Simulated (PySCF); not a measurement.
```xyz
8
charge 0, multiplicity 1
N    -0.4517    2.7744   -0.4999
C    -0.2720    1.7084   -0.1255
Si    0.0181   -0.0209    0.5155
C     1.6018   -0.6051   -0.2815
N     2.5790   -0.9680   -0.7532
C    -1.3424   -1.0724   -0.2118
N    -2.1817   -1.7218   -0.6391
H     0.0579   -0.0852    1.9709
```

What structure does this define?

Formula C3HN3Si. SMILES: `N#C[SiH](C#N)C#N`. It has no ring. Among its groups: nitrile, Si–H bond. This geometry has C3v symmetry. Coordination: 3 C linear; 1 Si tetrahedral.

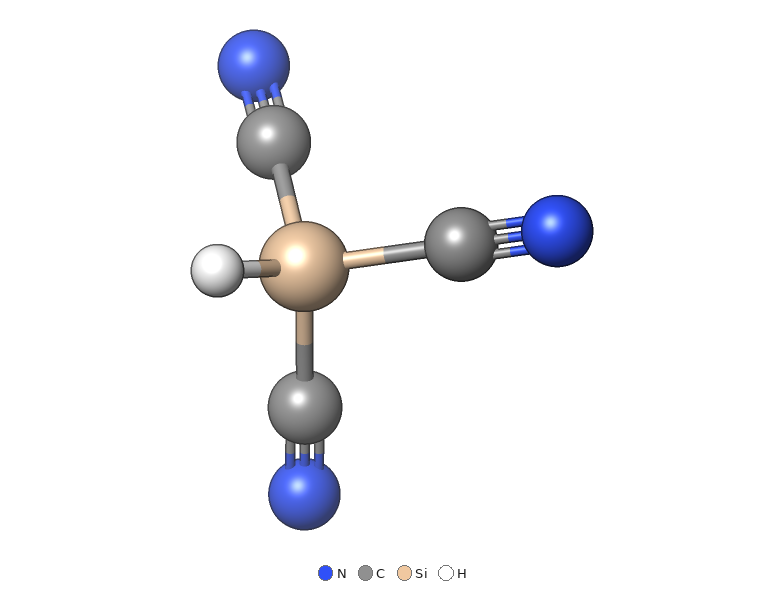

Simulated data, not a measurement (program: PySCF).
